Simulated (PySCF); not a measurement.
SMILES C=C[CH2][In]([CH3])[CH3] (C5H11In), GFN2-xTB optimised geometry. Atoms within 1.6 Å of the plane z = 0.8 Å (x, y, z in Å): In1 (0.93, 0.03, 0.00), C2 (-0.19, 2.03, 0.00), C3 (-1.59, 1.79, -0.35), C4 (-2.57, 1.59, 0.52), H5 (0.32, 2.68, -0.72), H6 (-0.08, 2.43, 1.01), H8 (-2.39, 1.63, 1.59), H9 (-3.58, 1.40, 0.21), C10 (-0.26, -1.87, 0.01), H11 (-1.19, -1.72, 0.57), H12 (0.31, -2.68, 0.47), C14 (3.20, 0.03, 0.00), H15 (3.56, -0.62, 0.79), H16 (3.58, 1.03, 0.16).

Calculation: PBE0/def2-SVP, def2 effective core potentials past Kr (PySCF). The core electrons that the potentials of In replace are not part of the density. Cells within 0.4 Å of a nucleus heavier than hydrogen are left out (blank, or x).

Map of the HOMO amplitude (bohr^(-3/2)) on the plane z = 0.8 Å; orbital energy -5.88 eV, overall sign arbitrary:

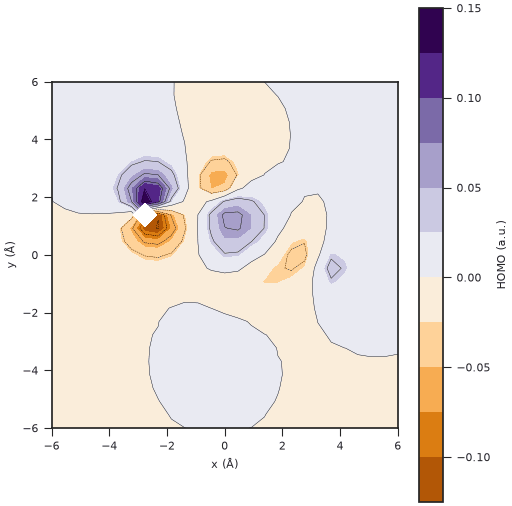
Figure: HOMO amplitude (bohr^(-3/2)) on the plane z = 0.8 Å.
